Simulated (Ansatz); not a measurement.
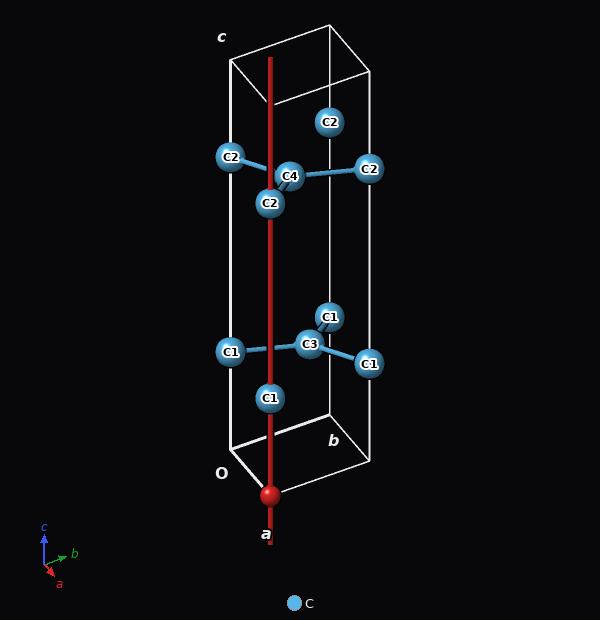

The coloured rod is the axis of a symmetry operation of the crystal, the small sphere its inversion point. Crystal: C, the geometry relaxed at fixed volume with DFT r2SCAN, scalar-relativistic, plane waves, PAW in Ansatz. The drawing is computed from the coordinates (standard cell, symmetry found to 0.002 Å).

a = 2.456 Å, b = 2.456 Å, c = 7.104 Å, α = 90.00°, β = 90.00°, γ = 120.00°.

```json
{"atom": "C1", "x": "0.0000", "y": "0.0000", "z": "0.2500"}
{"atom": "C2", "x": "0.0000", "y": "0.0000", "z": "0.7500"}
{"atom": "C3", "x": "0.3333", "y": "0.6667", "z": "0.2500"}
{"atom": "C4", "x": "0.6667", "y": "0.3333", "z": "0.7500"}
```

Take the operation x, y, z → x−y, x−1, −z.

What kind of operation is it, and where does it lie?

Answer. It is a −3 rotoinversion axis with its inversion point at (1, 0, 0), along [0 0 1].

Onto which atom does it carry each atom (up to whole multiples of a, b and c)?

Answer. C1 → C2, C2 → C1, C3 → C4, C4 → C3.
